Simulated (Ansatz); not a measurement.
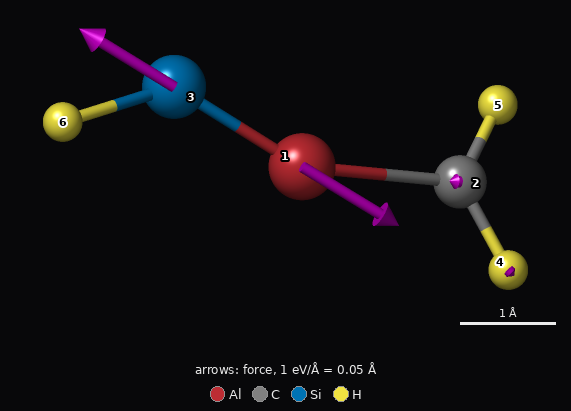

Starting geometry of CH₃AlSi with the computed forces as purple arrows. The picture is a ball-and-stick view, seen at a tilt.

It is one of the separated reactants of a reaction.

Theory: Ansatz, RKS PBE-D4/def2-SVP. Set-up: force threshold 0.03 eV/Å; at most 250 steps.

Question: What follows when this structure is relaxed?

Answer: It isn't relaxed: the largest force vector, on Al1, is 24.92 eV/Å. The final displacements have little in common with the starting forces (cosine between the two patterns 0.26). After 18 accepted moves (20 points after the start) the energy has fallen by 141.2 kcal/mol. Largest force component: 18 eV/Å at the start, 0.027 eV/Å at the end. The line search rejected the trial steps at points 7, 18 of the run. The forces were under the threshold at step 17, but the run went on from there. The largest move after the best rigid fit is that of H6, 1.07 Å. By element the largest moves are H 1.07 Å, Si 0.88 Å, Al 0.68 Å, C 0.09 Å. Among the contacts that change: Al1–Si3 1.649 → 2.374 Å, Si3–H6 1.486 → 1.588 Å, C2–H4 1.060 → 1.107 Å, Al1–C2 1.902 → 1.859 Å. Bond angles that change, for instance: Al1–Si3–H6 132.0° → 69.3°, C2–Al1–Si3 152.4° → 170.8°, H4–C2–H5 121.7° → 112.6°. Cost: 14 s on 2 threads of Intel Xeon Platinum 8488C (shared host).
